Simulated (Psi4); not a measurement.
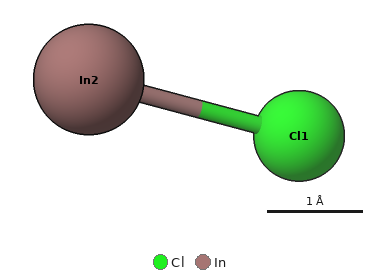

Fig. 1: The input geometry (ball-and-stick view, seen at an oblique angle; atoms are numbered from 1 in the order of the input). Sticks mark near contacts.

# Run report: InCl, frequency calculation (part 1 of 3)

- system: InCl, SMILES [Cl][In]
- method: B3LYP/def2-TZVP, RKS, dispersion D3(BJ), core potentials def2 (Psi4 1.11)

The geometry was optimised with B3LYP/def2-TZVP.

Input (calc.in)
```
memory 1.6 GB

molecule mol {
  0 1
  Cl
  In 1 R2

  R2 = 2.441112
  units angstrom
}

set basis def2-TZVP
set t 500.0
set rotational_symmetry_number 1

E = frequencies("b3lyp-d3bj")
```

Launched with:
```bash
psi4 calc.in calc.out -n 1
```

The program's output
```
Psi4 1.11 release

         ----------------------------------------------------------
                                   FINDIF
         ----------------------------------------------------------

  Using finite-differences of gradients to determine vibrational frequencies and
  normal modes. Resulting frequencies are only valid at stationary points.
    Generating geometries for use with 3-point formula.
    Displacement size will be 5.00e-03.
    Number of atoms is 2.
    Number of irreps is 4.
    Number of SALCs is 3.
    Translations projected? 1. Rotations projected? 0.
    Index of SALCs per irrep:
      1 :  0
      2 :
      3 :  1
      4 :  2
    Number of SALCs per irrep:
      Irrep 1: 1
      Irrep 2: 0
      Irrep 3: 1
      Irrep 4: 1
    Number of geometries (including reference) is 5.
    Number of displacements per irrep:
      Irrep 1: 2
      Irrep 2: 0
      Irrep 3: 1
      Irrep 4: 1
 5 displacements needed ...

  //>>>>>>>>>>>>>>>>>>>>>>>>>>>>>>>>>>>//
  //    FiniteDifference Computations  //
  //<<<<<<<<<<<<<<<<<<<<<<<<<<<<<<<<<<<//

    -----------------------------------------------------------------------
                               Psi4 1.11 release

    h
    h
    h

    -----------------------------------------------------------------------

    Memory:     1.5 GiB
    Threads:    1
                ecpint, einsums, f̶o̶r̶t̶e̶, gauxc, gcp, g̶d̶m̶a̶, geometric, g̶p̶u̶_̶d̶f̶c̶c̶,
                i̶n̶t̶e̶g̶r̶a̶t̶o̶r̶x̶x̶, i̶p̶i̶, libefp, m̶d̶i̶, m̶p̶2̶d̶, m̶r̶c̶c̶, ooo,
                o̶p̶e̶n̶f̶e̶r̶m̶i̶o̶n̶p̶s̶i̶4̶, pcmsolver, p̶s̶i̶4̶f̶o̶c̶k̶c̶i̶, p̶s̶i̶x̶a̶s̶,
                p̶y̶e̶i̶n̶s̶u̶m̶s̶, r̶e̶s̶p̶, s̶i̶m̶i̶n̶t̶, s̶n̶s̶m̶p̶2̶,
                v̶2̶r̶d̶m̶_̶c̶a̶s̶s̶c̶f̶

gradient() will perform analytic gradient computation.

   => Loading Basis Set <=

    Name: DEF2-TZVP
    Role: ORBITAL
    Keyword: BASIS

    !!!  WARNING: ECP capability is in beta. Please check occupations closely.  !!!

   => B3LYP-D3(BJ): Empirical Dispersion <=

        s6 =       1.000000
        s8 =       1.988900
        a1 =       0.398100
        a2 =       4.421100

         ---------------------------------------------------------
                                   SCF
                              RKS Reference
                        1 Threads,   1525 MiB Core
         ---------------------------------------------------------

  ==> Geometry <==

    Molecular point group: c2v
    Full point group: C_inf_v

    Geometry (in Bohr), charge = 0, multiplicity = 1:

       Center              X                  Y                   Z               Mass
    ------------   -----------------  -----------------  -----------------  -----------------
         CL           0.000000000000     0.000000000000    -3.536703397835    34.968852682000
         IN           0.000000000000     0.000000000000     1.076329723733   114.903878776000

  Running in c2v symmetry.

  Rotational constants: A = ************  B =      0.10552  C =      0.10552 [cm^-1]
  Rotational constants: A = ************  B =   3163.35795  C =   3163.35795 [MHz]
  Nuclear repulsion =   77.389429165556535

  Charge       = 0
  Multiplicity = 1
  Electrons    = 38
  Nalpha       = 19
  Nbeta        = 19

  ==> Algorithm <==

  SCF Algorithm Type is DF.
  DIIS enabled.
  MOM disabled.
  Fractional occupation disabled.
  Guess Type is SAD.
  Energy threshold   = 1.00e-08
  Density threshold  = 1.00e-08
  Integral threshold = 1.00e-12

  ==> Primary Basis <==

  Basis Set: DEF2-TZVP
    Blend: DEF2-TZVP
    Number of shells: 29
    Number of basis functions: 87
    Number of Cartesian functions: 101
    Spherical Harmonics?: true
    Max angular momentum: 3

  Core potential: DEF2-TZVP
    Number of shells: 4
    Number of ECP primitives: 18
    Number of ECP core electrons: 28
    Max angular momentum: 3

  ==> DFT Potential <==

   => LibXC <=

    Version 7.1.2

   => Composite Functional: B3LYP-D3BJ2B <=

    B3LYP-d3bj2b Hyb-GGA Exchange-Correlation Functional

    Deriv               =              1
    GGA                 =           TRUE
    Meta                =          FALSE

    Exchange Hybrid     =           TRUE
    MP2 Hybrid          =          FALSE

   => Exchange Functionals <=

    0.0800   Slater exchange
    0.7200         Becke 88

   => Exact (HF) Exchange <=

    0.2000               HF

   => Correlation Functionals <=

    0.1900   Vosko, Wilk & Nusair (VWN5_RPA)
    0.8100   Lee, Yang & Parr

   => LibXC Density Thresholds  <==

    XC_HYB_GGA_XC_B3LYP:  1.00E-15

   => Molecular Quadrature <=

    Radial Scheme          =       TREUTLER
    Pruning Scheme         =           NONE
    Nuclear Scheme         =       TREUTLER

    Blocking Scheme        =         OCTREE
    BS radius alpha        =              1
    Pruning alpha          =              1
    Radial Points          =             75
    Spherical Points       =            302
    Total Points           =          43308
    Total Blocks           =            422
    Max Points             =            256
    Max Functions          =             82
    Weights Tolerance      =       1.00E-15

   => Loading Basis Set <=

    Name: (DEF2-TZVP AUX)
    Role: JKFIT
    Keyword: DF_BASIS_SCF

  ==> Integral Setup <==

  DFHelper Memory: AOs need 0.022 GiB; user supplied 1.031 GiB.
  SCF_SUBTYPE=INCORE selected. In-core MEM_DF algorithm will be used.
  Using in-core AOs.

  ==> MemDFJK: Density-Fitted J/K Matrices <==

    J tasked:                   Yes
    K tasked:                   Yes
    wK tasked:                   No
    Memory [MiB]:              1055
    Algorithm:                 Core
    Schwarz Cutoff:           1E-12
    Mask sparsity (%):       1.2948
    Fitting Condition:        1E-10

   => Auxiliary Basis Set <=

  Basis Set: (DEF2-TZVP AUX)
    Blend: DEF2-UNIVERSAL-JKFIT
    Number of shells: 84
    Number of basis functions: 346
    Number of Cartesian functions: 464
    Spherical Harmonics?: true
    Max angular momentum: 5

  Cached 100.0% of DFT collocation blocks in 0.086 [GiB].

  Minimum eigenvalue in the overlap matrix is 2.8927212389E-03.
  Reciprocal condition number of the overlap matrix is 7.7719923403E-04.
    Using symmetric orthogonalization.

  ==> Pre-Iterations <==

  SCF Guess: Superposition of Atomic Densities via on-the-fly atomic UHF (no occupation information).

   -------------------------
    Irrep   Nso     Nmo
   -------------------------
     A1        37      37
     A2         8       8
     B1        21      21
     B2        21      21
   -------------------------
    Total      87      87
   -------------------------

  ==> Iterations <==

                           Total Energy        Delta E     RMS |[F,P]|

   @DF-RKS iter SAD:  -649.51342842715337   -6.49513e+02   0.00000e+00
   @DF-RKS iter   1:  -650.36793917121236   -8.54511e-01   1.31157e-02 ADIIS/DIIS
   @DF-RKS iter   2:  -650.33924786327134    2.86913e-02   1.46420e-02 ADIIS/DIIS
   @DF-RKS iter   3:  -650.51802641669701   -1.78779e-01   1.64517e-03 ADIIS/DIIS
   @DF-RKS iter   4:  -650.52135018506226   -3.32377e-03   6.41039e-04 ADIIS/DIIS
   @DF-RKS iter   5:  -650.52175437853782   -4.04193e-04   1.37998e-04 ADIIS/DIIS
   @DF-RKS iter   6:  -650.52176588568796   -1.15072e-05   3.64280e-05 DIIS
   @DF-RKS iter   7:  -650.52176808820172   -2.20251e-06   5.72950e-06 DIIS
   @DF-RKS iter   8:  -650.52176811826644   -3.00647e-08   1.07742e-06 DIIS
   @DF-RKS iter   9:  -650.52176811963443   -1.36799e-09   1.49622e-07 DIIS
   @DF-RKS iter  10:  -650.52176811967024   -3.58114e-11   1.38463e-08 DIIS
   @DF-RKS iter  11:  -650.52176811967013    1.13687e-13   1.16415e-09 DIIS
  Energy and wave function converged.

  ==> Post-Iterations <==

   Electrons on quadrature grid:
      Ntotal   =   38.0000007764 ; deviation = 7.764e-07

    Orbital Energies [Eh]
    ---------------------

    Doubly Occupied:

       1A1  -101.468152     2A1    -9.400767     3A1    -7.157756
       1B1    -7.155902     1B2    -7.155902     4A1    -4.683377
       2B2    -3.086359     2B1    -3.086359     5A1    -3.079667
       6A1    -0.788690     7A1    -0.773814     1A2    -0.773813
       3B2    -0.768166     3B1    -0.768166     8A1    -0.738135
       9A1    -0.383109     4B2    -0.290392     4B1    -0.290392
      10A1    -0.262909

    Virtual:

       5B1    -0.076302     5B2    -0.076302    11A1    -0.012179
       6B1     0.072090     6B2     0.072090    12A1     0.096176
      13A1     0.125817    14A1     0.151222     2A2     0.151222
       7B1     0.178534     7B2     0.178534    15A1     0.208258
      16A1     0.360044     8B1     0.395264     8B2     0.395264
      17A1     0.448387     3A2     0.462877    18A1     0.462884
       9B1     0.498100     9B2     0.498100    10B2     0.506579
      10B1     0.506579    19A1     0.637450    11B1     0.684662
      11B2     0.684662     4A2     0.709787    20A1     0.709788
      21A1     0.844418    12B1     0.867356    12B2     0.867356
      22A1     0.947621     5A2     0.947621    23A1     0.950219
      13B2     0.964239    13B1     0.964239    24A1     1.206884
       6A2     1.773960    25A1     1.774033    14B1     1.872249
      14B2     1.872249    26A1     1.890106     7A2     2.079568
      27A1     2.079573    15B1     2.119189    15B2     2.119189
      16B1     2.127204    16B2     2.127204    17B1     2.151458
      17B2     2.151458    28A1     2.167772    29A1     2.221239
       8A2     2.221240    18B1     2.263713    18B2     2.263713
      30A1     2.332468    19B1     2.365282    19B2     2.365282
      31A1     2.399710    32A1     2.915853    20B1    10.726839
      20B2    10.726839    33A1    10.846945    34A1    24.828439
      35A1    37.537707    21B2    38.708962    21B1    38.708962
      36A1    38.859535    37A1   123.874861

    Final Occupation by Irrep:
             A1    A2    B1    B2
    DOCC [    10,    1,    4,    4 ]
    NA   [    10,    1,    4,    4 ]
    NB   [    10,    1,    4,    4 ]

  @DF-RKS Final Energy:  -650.52176811967013

   => Energetics <=

    Nuclear Repulsion Energy =             77.3894291655565354
    One-Electron Energy =               -1125.8022337097061154
    Two-Electron Energy =                 434.3040334266123637
    DFT Exchange-Correlation Energy =     -36.4099158215146304
    Empirical Dispersion Energy =          -0.0030811806182914
    VV10 Nonlocal Energy =                  0.0000000000000000
    Total Energy =                       -650.5217681196701278

Computation Completed

Properties will be evaluated at   0.000000,   0.000000,   0.000000 [a0]

Properties computed using the SCF density matrix

 Multipole Moments:

 ------------------------------------------------------------------------------------
     Multipole            Electronic (a.u.)      Nuclear  (a.u.)        Total (a.u.)
 ------------------------------------------------------------------------------------

 L = 1.  Multiply by 2.5417464519 to convert [e a0] to [Debye]
 Dipole X            :          0.0000000            0.0000000            0.0000000
 Dipole Y            :          0.0000000            0.0000000            0.0000000
 Dipole Z            :         38.9681096          -37.5210336            1.4470760
 Magnitude           :                                                    1.4470760

 ------------------------------------------------------------------------------------

	total time  =          3 seconds =       0.05 minutes

         ------------------------------------------------------------
                                   SCF GRAD
         ------------------------------------------------------------

  ==> Geometry <==

    Molecular point group: c2v
    Full point group: C_inf_v

    Geometry (in Bohr), charge = 0, multiplicity = 1:

       Center              X                  Y                   Z               Mass
    ------------   -----------------  -----------------  -----------------  -----------------
         CL           0.000000000000     0.000000000000    -3.536703397835    34.968852682000
         IN           0.000000000000     0.000000000000     1.076329723733   114.903878776000

  Nuclear repulsion =   77.389429165556535

  ==> Basis Set <==

  Basis Set: DEF2-TZVP
    Blend: DEF2-TZVP
    Number of shells: 29
    Number of basis functions: 87
    Number of Cartesian functions: 101
    Spherical Harmonics?: true
    Max angular momentum: 3

  Core potential: DEF2-TZVP
    Number of shells: 4
    Number of ECP primitives: 18
    Number of ECP core electrons: 28
    Max angular momentum: 3

  ==> DFJKGrad: Density-Fitted SCF Gradients <==

    Gradient:                    1
    J tasked:                  Yes
    K tasked:                  Yes
    wK tasked:                  No
    Integrals threads:           1
    Memory [MiB]:             1144
    Schwarz Cutoff:          1E-12
    Fitting Condition:       1E-10

   => Auxiliary Basis Set <=

  Basis Set: (DEF2-TZVP AUX)
    Blend: DEF2-UNIVERSAL-JKFIT
    Number of shells: 84
    Number of basis functions: 346
    Number of Cartesian functions: 464
    Spherical Harmonics?: true
    Max angular momentum: 5

   => Molecular Quadrature <=

    Radial Scheme          =       TREUTLER
    Pruning Scheme         =           NONE
    Nuclear Scheme         =       TREUTLER

    Blocking Scheme        =         OCTREE
    BS radius alpha        =              1
    Pruning alpha          =              1
    Radial Points          =             75
    Spherical Points       =            302
    Total Points           =          43308
    Total Blocks           =            422
    Max Points             =            256
    Max Functions          =             82
    Weights Tolerance      =       1.00E-15

  -Total Gradient:
     Atom            X                  Y                   Z
    ------   -----------------  -----------------  -----------------
       1        0.000000000000     0.000000000000     0.000067848838
       2        0.000000000000     0.000000000000    -0.000000267549

	total time  =          2 seconds =       0.03 minutes

    Psi4 run time: 0:00:05.30

    -----------------------------------------------------------------------
                               Psi4 1.11 release

    h
    h
    h

    -----------------------------------------------------------------------

    Memory:     1.5 GiB
    Threads:    1
                ecpint, einsums, f̶o̶r̶t̶e̶, gauxc, gcp, g̶d̶m̶a̶, geometric, g̶p̶u̶_̶d̶f̶c̶c̶,
                i̶n̶t̶e̶g̶r̶a̶t̶o̶r̶x̶x̶, i̶p̶i̶, libefp, m̶d̶i̶, m̶p̶2̶d̶, m̶r̶c̶c̶, ooo,
                o̶p̶e̶n̶f̶e̶r̶m̶i̶o̶n̶p̶s̶i̶4̶, pcmsolver, p̶s̶i̶4̶f̶o̶c̶k̶c̶i̶, p̶s̶i̶x̶a̶s̶,
                p̶y̶e̶i̶n̶s̶u̶m̶s̶, r̶e̶s̶p̶, s̶i̶m̶i̶n̶t̶, s̶n̶s̶m̶p̶2̶,
                v̶2̶r̶d̶m̶_̶c̶a̶s̶s̶c̶f̶

gradient() will perform analytic gradient computation.

  ==> Geometry <==

    Molecular point group: c2v
    Full point group: C_inf_v

    Geometry (in Bohr), charge = 0, multiplicity = 1:

       Center              X                  Y                   Z               Mass
    ------------   -----------------  -----------------  -----------------  -----------------
         CL           0.000000000000     0.000000000000    -3.537443744878    34.968852682000
         IN           0.000000000000     0.000000000000     1.076555034549   114.903878776000

  Running in c2v symmetry.

  Rotational constants: A = ************  B =      0.10547  C =      0.10547 [cm^-1]
  Rotational constants: A = ************  B =   3162.03398  C =   3162.03398 [MHz]
  Nuclear repulsion =   77.373232431655083
```
